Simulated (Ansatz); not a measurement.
**PH− (doublet): inputs that go wrong at distance P1–H2 = 1.305 Å**

3 inputs are run for PH− (doublet) as typed; the log has to tell whether the result can be used and what must change.

Method: the settings change from run to run; program: Ansatz 0.2.0, Gaussian basis.

20 further runs of the same task are left out: 1 for a known fault of the program, 16 that didn't finish, 3 set aside as unsound or not needed.

## 1. What is computed

The geometry derives from a PBE0/def2-TZVPD stationary point (not a proven minimum). One bond is set to the value named and the two fragments are kept rigid.

2 atoms, charge -1, spin multiplicity 2.

Atoms are counted from 1 here; the program's logs count them from 0.

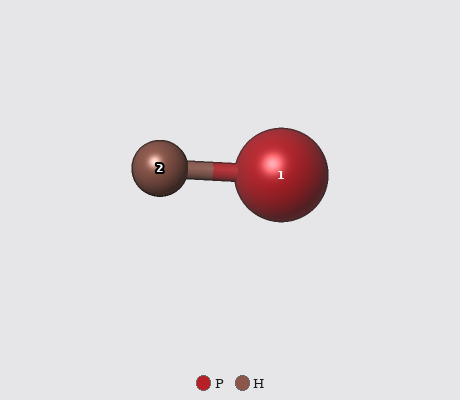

The geometry (phosphorus red, hydrogen brown); atoms are numbered from 1 in the order of the file.

## 2. Attempt 1

File in.yaml:

```yaml
crystal:
  periodic: [false, false, false]
  atoms:
    - {symbol: P, position_ang: [0.000000, 0.000000, 0.000000]}
    - {symbol: H, position_ang: [0.000000, 0.000000, 1.305000]}
basis:
  gaussian: {orbitals: def2-SVP, point_charges: [{charge: 1.00, position_ang: [2.939, -0.378, -0.781]}]}
total_charge: -1
magnetization: {spin_polarized: false, initial_magnetization: 1}
hamiltonian: {pseudopotentials: {relativity: scalar}}
correlation: {method: fic_nevpt4_sd, electrons: all, active_space: {window: {electrons: 3, orbitals: 2}, states: [{multiplicity: 2, weights: [1, 1, 1, 0.5]}]}}
```

Run with:

```console
> ansatz run in.yaml --threads 1 --pin off --events-out ev --progress --plain --max-ram 2393MiB
```

What it wrote:

```text
Functional definition: HF
  name "HF"
  cite "Fock, Z. Phys. 61, 126 (1930) doi:10.1007/BF01340294"
  parent pbe
  exchange = exact_x
  correlation = 0
329 factors; integrals over basis functions are off by at most 1.0e-7 eV
mean field evaluation 1: about -9307.2891 eV, gradient 9.6e0 eV
mean field evaluation 2: about -9307.2898 eV, gradient 9.6e0 eV
mean field evaluation 4: about -9307.7261 eV, gradient 6.7e-1 eV
mean field evaluation 8: about -9307.7290 eV, gradient 1.2e-6 eV
mean field evaluation 16: about -9307.6717 eV, gradient 1.5e0 eV
mean field -9307.72900406 eV, -342.0527318939 hartree, gradient 2.6e-6 eV, S^2 0.750000; 5 other end points of the search recorded, 0 dependent functions left out
reference -9307.72900406 eV, -342.0527318939 hartree; 9, 8 occupied and 14, 15 virtual orbitals, 329 factors
Error: 4 states are sought, and the space of determinants holds 2 states of this symmetry and spin
```

Run time: 0.15 s. Hardware: 1 thread of Arm Neoverse V2, shared host.

**Diagnosis.** The run stopped with an error. It says: «4 states are sought, and the space of determinants holds 2 states of this symmetry and spin». Cure: ask for fewer states or enlarge the space.

## 3. Attempt 2

File in.yaml:

```yaml
crystal:
  periodic: [false, false, false]
  atoms:
    - {symbol: P, position_ang: [0.000000, 0.000000, 0.000000]}
    - {symbol: H, position_ang: [0.000000, 0.000000, 1.305000]}
basis:
  gaussian: {orbitals: 6-31G}
total_charge: -1
magnetization: {spin_polarized: false, initial_magnetization: 1}
hamiltonian: {xc: {name: B3LYP}}
correlation: {method: sc_nevpt2, electrons: outside_noble_gas}
output: {forces: true}
```

The command is unchanged.

What it wrote:

```text
Error: this correlation method needs an active space: name one as the reference
```

Run time: 0.03 s. Hardware: 1 thread of Arm Neoverse V2, shared host.

**Diagnosis.** The run was refused. This method needs an active space and has none. Fix: add an active_space block.

## 4. Attempt 3

File in.yaml:

```yaml
crystal:
  periodic: [false, false, false]
  atoms:
    - {symbol: P, position_ang: [0.000000, 0.000000, 0.000000]}
    - {symbol: H, position_ang: [0.000000, 0.000000, 1.305000]}
basis:
  gaussian: {orbitals: def2-SVPD, fitting: {mean_field: def2-universal-jkfit}, point_charges: [{charge: 0.50, position_ang: [2.847, 0.997, -0.817]}]}
total_charge: -1
magnetization: {spin_polarized: false, initial_magnetization: 1}
correlation: {method: qcisd_t, electrons: all}
```

Same command.

What it wrote:

```text
Error: YAML parse error: error: line 10 column 23: unknown variant `qcisd_t`, expected one of mp2, rpa, ccsd, ccsd_t, bccd, bccd_t, ccsdt, ccsdt_q, ccsdt_q_b, ccsdtq, fci, sc_nevpt2, fic_nevpt4_sd, fic_mrcisd_q, fic_mrcisd_q_relaxed
  --> <input>:10:23
   |
 8 | total_charge: -1
 9 | magnetization: {spin_polarized: false, initial_magnetization: 1}
10 | correlation: {method: qcisd_t, electrons: all}
   |                       ^ unknown variant `qcisd_t`, expected one of mp2, rpa, ccsd, ccsd_t, bccd, bccd_t, ccsdt, ccsdt_q, ccsdt_q_b, ccsdtq, fci, sc_nevpt2, fic_nevpt4_sd, fic_mrcisd_q, fic_mrcisd_q_relaxed
```

Wall time 0.03 s (1 thread of Arm Neoverse V2, shared host).

Diagnosis: The run was refused. The method's name isn't one that the program knows. Fix: name one from the list in the message.

## 5. How the runs ended

```
attempt                     level                ended                                                                                        cause    time
      1  NEVPT4(SD)(3,2)/def2-SVP  stopped by an error  4 states are sought, and the space of determinants holds 2 states of this symmetry and spin  0.15 s
      2         'sc_nevpt2'/6-31G              refused                                               this method needs an active space and has none  0.03 s
      3       'qcisd_t'/def2-SVPD              refused                                           the method's name isn't one that the program knows  0.03 s
```

1 stopped by an error, 2 refused.
